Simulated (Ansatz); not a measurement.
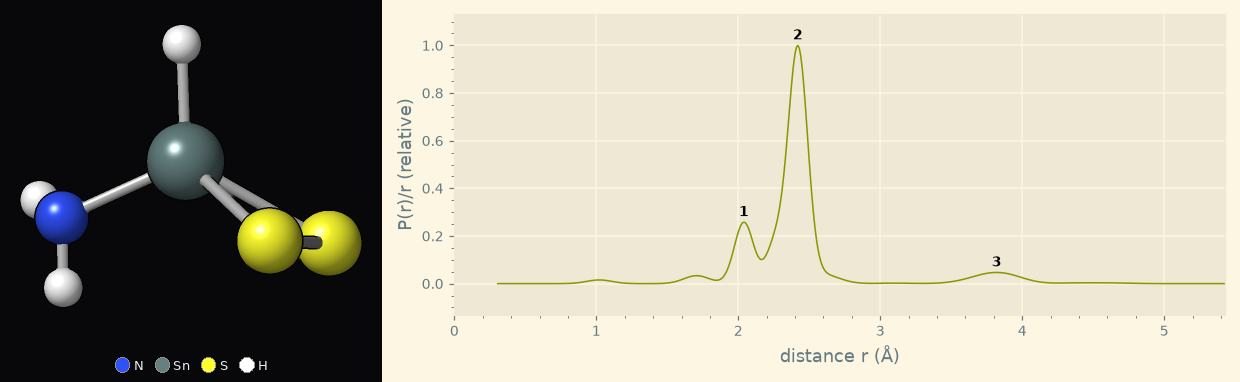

Simulated gas electron diffraction: radial distribution curve of H₃NS₂Sn. Each pair of atoms contributes with weight ZᵢZⱼ/r; damping constant 0.001 Å²; vibrational amplitudes assumed, not computed: 0.05 Å for bonds, 0.078 Å for bonds to H, 0.06 + 0.015 r up to 0.15 Å for other pairs. The geometry is the end point of an optimisation (RKS B3LYP/def2-SVP (Ansatz)); it may be a saddle point or a higher isomer. SMILES: [NH2][SnH]1[S][S]1.

Read the positions of the numbered peaks and name the main pairs (– for bonds).

Answer. Peak 1, 2.04 Å: Sn–N 2.04 Å
Peak 2, 2.42 Å: Sn–S 2.41–2.43 Å (×2); in its flanks S–S 2.27 Å
Peak 3, 3.82 Å: S···H 3.61–3.92 Å (×4), S···N 3.76–3.91 Å (×2), not resolved
